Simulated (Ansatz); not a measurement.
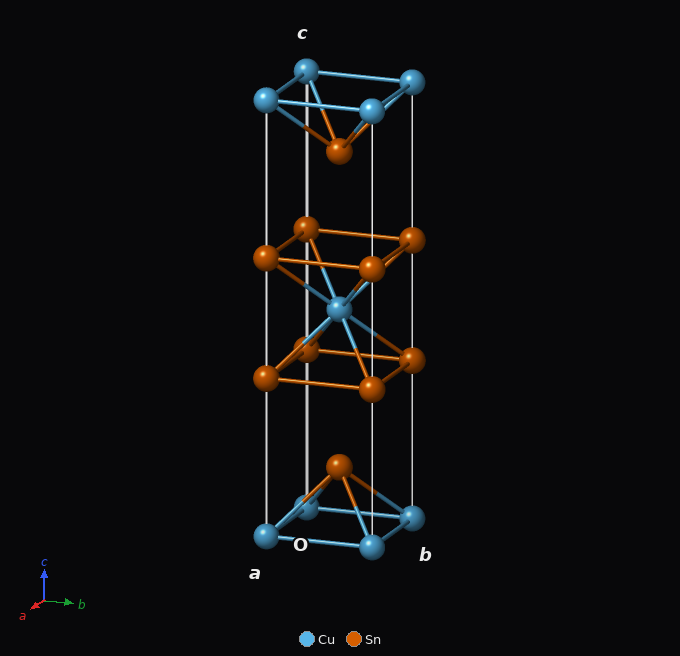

Crystal: CuSn2, the geometry relaxed with Ansatz, DFT PBE, scalar-relativistic, plane waves, PAW; the starting structure was generated, so it need not be a known form of this composition. One unit cell is drawn above. All values are computed from the atomic coordinates in the standard setting (tolerance 0.002 Å).

```cif
data_structure
_symmetry_space_group_name_H-M 'P 1'
_symmetry_Int_Tables_number 1
_cell_length_a 3.2147
_cell_length_b 3.2147
_cell_length_c 12.8974
_cell_angle_alpha 90.000
_cell_angle_beta 90.000
_cell_angle_gamma 90.000
_cell_volume 133.28
loop_
_atom_site_label
_atom_site_type_symbol
_atom_site_fract_x
_atom_site_fract_y
_atom_site_fract_z
_atom_site_occupancy
Cu1 Cu 0.00000 0.00000 0.00000 1
Sn1 Sn 0.00000 0.00000 0.36213 1
Sn2 Sn 0.50000 0.50000 0.13787 1
Cu2 Cu 0.50000 0.50000 0.50000 1
Sn3 Sn 0.50000 0.50000 0.86213 1
Sn4 Sn 0.00000 0.00000 0.63787 1
```

What is its point group?

Answer. 4/mmm (D4h), order 16, tetragonal system: one fourfold axis, four twofold axes, five mirror planes, an inversion centre.

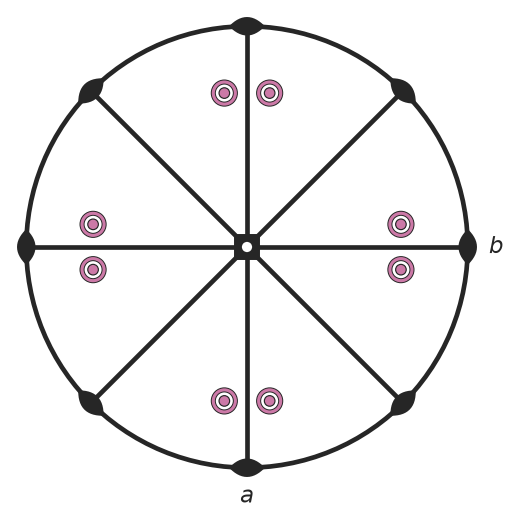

Stereographic projection: filled dots lie in the upper hemisphere, open rings in the lower; heavy lines are mirror planes (a heavy rim: a mirror in the plane of the page); lens, triangle, square and hexagon are 2-, 3-, 4- and 6-fold axes, a lens in an open square is −4, a triangle in an open hexagon −6; thin dashed diameters join the ends of axes that lie in the page; a small open circle marks inversion. The poles are one general form. The c axis points at the viewer.

What does this class allow?

Answer. Class 4/mmm is centrosymmetric, so neither piezoelectric nor pyroelectric; it is not chiral. Its Laue class is 4/mmm.
